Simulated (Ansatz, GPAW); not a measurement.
# Polarising a 4-layer slab of Cu(100) with a field along the normal

The dipole of the cell at several fields, atoms fixed. What does the strongest field give, and what length does the slope stand for?

**Method.** GPAW 26.7.0, plane waves (400 eV), PAW setups, PBE, 12×12 mesh, a dipole layer in the vacuum; geometry relaxed without an applied field with Ansatz 0.2.0. The cell's area is 6.52 Å², and e/ε0 = 180.95 V Å.

Results, with one row withheld:

```
field (V/Å)  dipole (e Å)
       −0.2       −0.0611
       −0.1       −0.0303
      −0.05       −0.0150
       0.05        0.0158
        0.1        0.0311
        0.2        0.0619
        0.3             ?
```

Q: What is the dipole at 0.3 V/Å?

**Working.** A line through the 6 points has the slope α = 0.307 e Å per V/Å and the intercept p₀ = 0.0004 e Å (r.m.s. residual 3.1e−05). At 0.3 V/Å it gives p = 0.0004 + 0.307 × 0.3 = 0.0926 e Å; the run gives 0.0927 e Å, so the response stays linear to 0.1 % of the induced part. Dividing by ε0 and the area: α/(ε0 A) = 0.307 × 180.95 / 6.52 = 8.54 Å, against 5.42 Å between the outer nuclei. A metal screens fully, so the excess of 3.12 Å puts the image planes about 1.56 Å outside the outer atoms on average.

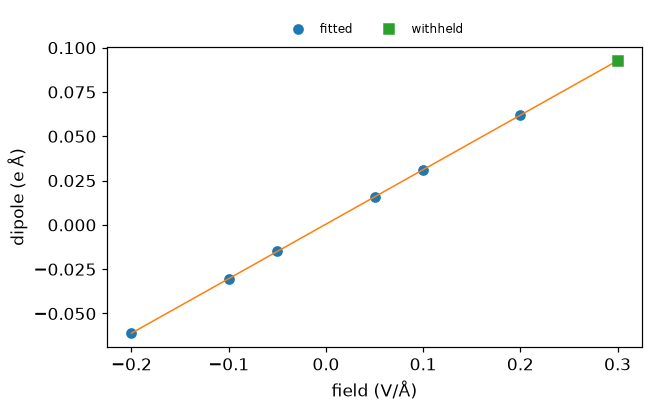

The line and the withheld run.

Caveats: This is the electronic response alone; ions that move would add to it in polar layers. No run was spin-polarised, so magnetic states weren't tested.

[Logs are printed without paths, hosts, clocks, repeated set-up lines and the standing remarks that a program may print on its own settings, such as how far it seeks lower states.]
